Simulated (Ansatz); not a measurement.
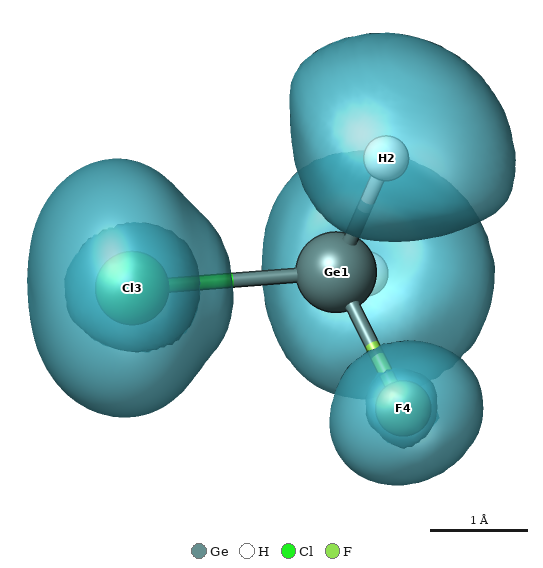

Figure. ClFGeH2. Isosurface of the electron localisation function at 0.75 (cyan), seen at a tilt. Core shells and regions of very low density are left out.

The calculation used RHF/def2-SVP in Ansatz.

```xyz
5

Ge    0.0073   -0.0530    0.0304
H     0.0319    0.0445    1.5438
Cl    2.0192    0.0025   -0.7146
F    -0.7727    1.3594   -0.5588
H    -0.7135   -1.2472   -0.5657
```

> Where are the electrons localised?

At this value the surface marks out two regions around hydrogen nuclei, one region on Cl in which the atom's valence shell and bonds are merged and one region wrapped around F (its valence shell).

Values along the shortest contacts:
Ge–F (1.72 Å): the ELF peaks at about 0.80 in the valence shell of F, 0.5 Å from its nucleus, and is about 0.20 at the midpoint. Ge–Cl (2.15 Å): the ELF peaks at about 0.85 in the valence shell of Cl, 0.9 Å from its nucleus, and is about 0.70 at the midpoint.
